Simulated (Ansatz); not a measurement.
# F2GeH4OSi: up Jacob's ladder to CCSD(T)

Aim: compute F2GeH4OSi with functionals from several rungs and with coupled cluster, and see how far each lands from CCSD(T) at the basis-set limit for the atomisation energy.

Program: Ansatz 0.2.0, Gaussian basis. Level of theory: functionals in def2-TZVPP, the program's frozen cores in correlated methods. These are calculated values, not measurements.

Plan: LDA (SPW92), PBE-D4, revPBE-D4, BLYP-D4, r2SCAN-D4, B97M-V, PBE0-D4, B3LYP-D4, r2SCANh-D4, r2SCAN0-D4, HSE06-D4, BHLYP-D4, CAM-B3LYP-D4, LC-ωPBE, ωB97X-V, ωB97M-V, B2PLYP, PBE-QIDH; CCSD(T)/def2-SVP; CCSD(T)/def2-TZVPP; MP2/def2-QZVPP; extrapolation to the limit; RPA on PBE.

### 1 Structure used throughout

All runs share one geometry, relaxed beforehand with PBE0-D4 in a triple-zeta def2 set.

SMILES `F[SiH](F)[O][GeH3]`, 9 atoms, charge 0, spin multiplicity 1.

Atoms are counted from 1 here; the program's logs count them from 0.

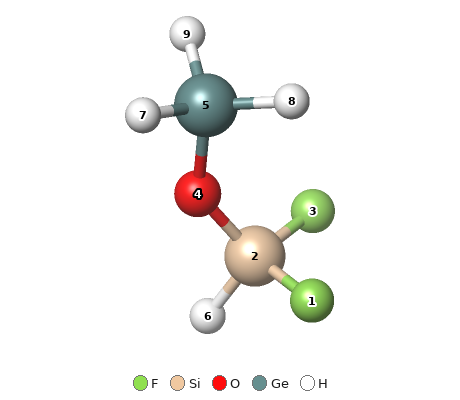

The geometry (fluorine green, silicon light orange, oxygen red, germanium teal, hydrogen white); atoms are numbered from 1 in the order of the file.

### 2 LDA

This LDA is Slater exchange with PW92 correlation.

Contents of in.yaml:

```yaml
crystal:
  periodic: [false, false, false]
  atoms:
    - {symbol: F, position_ang: [1.684960, -0.937571, -1.395808]}
    - {symbol: Si, position_ang: [1.557418, 0.007196, -0.127794]}
    - {symbol: F, position_ang: [1.841689, -0.921264, 1.127353]}
    - {symbol: O, position_ang: [0.096722, 0.648420, -0.040294]}
    - {symbol: Ge, position_ang: [-1.602626, 0.116623, 0.124730]}
    - {symbol: H, position_ang: [2.584412, 1.050127, -0.199318]}
    - {symbol: H, position_ang: [-2.400700, 1.011498, -0.827764]}
    - {symbol: H, position_ang: [-1.683353, -1.364266, -0.268333]}
    - {symbol: H, position_ang: [-1.990022, 0.343036, 1.590227]}
basis:
  gaussian: {orbitals: def2-TZVPP}
hamiltonian: {xc: lda}
output: {orbitals: {seedname: orbitals}}
```

Launch:

```bash
ansatz run in.yaml --threads 4 --pin off --events-out ev --progress --plain --max-ram 10444MiB
```

The runs that follow: PBE-D4 (GGA); revPBE-D4 (GGA); BLYP-D4 (GGA); r2SCAN-D4 (meta-GGA); B97M-V (meta-GGA); B3LYP-D4 (hybrid); r2SCANh-D4 (hybrid); r2SCAN0-D4 (hybrid); HSE06-D4 (hybrid); BHLYP-D4 (hybrid); CAM-B3LYP-D4 (range-separated); LC-ωPBE (range-separated); ωB97X-V (range-separated); ωB97M-V (range-separated); B2PLYP (double hybrid); PBE-QIDH (double hybrid); CCSD(T) in def2-SVP; CCSD(T) in def2-TZVPP; MP2 in def2-QZVPP; RPA on PBE orbitals.

Before running them: what should the planned runs give, taken together? Wanted: atomisation energy, CCSD(T)/CBS; farthest beyond LDA; mean size of error, GGA; mean size of error, meta-GGA; mean size of error, hybrid; mean size of error, range-separated; mean size of error, double hybrid; gap, smallest and largest; T1 diagnostic.

As calculated:

| quantity | value |
| --- | --- |
| atomisation energy, CCSD(T)/CBS | 3303.4 kJ/mol |
| functionals within 33.0 kJ/mol (1.0 %) | r2SCAN-D4, B97M-V, CAM-B3LYP-D4, ωB97X-V |
| farthest beyond LDA | BHLYP-D4 (-144.8 kJ/mol) |
| mean size of error, GGA | 79.9 kJ/mol |
| mean size of error, meta-GGA | 20.4 kJ/mol |
| mean size of error, hybrid | 92.5 kJ/mol |
| mean size of error, range-separated | 31.8 kJ/mol |
| mean size of error, double hybrid | 70.5 kJ/mol |
| gap, smallest and largest | 6.63 eV (LDA (SPW92)), 14.26 eV (LC-ωPBE) |
| T1 diagnostic | 0.0119 |
| triples share of the correlation energy | 3.0 % |

What this shows: The LDA atomisation energy is off by 410.4 kJ/mol (12 %): it overbinds. PBE-D4 misses by -41.8 kJ/mol. Double hybrids carry the basis error of their MP2 part in triple zeta, and no dispersion term here, so their miss is partly the set-up's. The rungs meta-GGA, range-separated miss on average by less than the doubt on the reference (33.0 kJ/mol), so they tie. The reference freezes the cores and leaves out relativity and excitations past (T), and its outer-core shells are covered unevenly, so misses under about 33.0 kJ/mol can't be ranked. Hartree-Fock recovers 73 % of the binding; the rest is correlation. CCSD(T) in def2-SVP is off by -286.4 kJ/mol, which most functionals beat. The gap grows from 6.6 to 14.3 eV across the functionals, mostly with the share of exact exchange. Correlated methods include outer-core shells of Ge, which these sets cover unevenly.
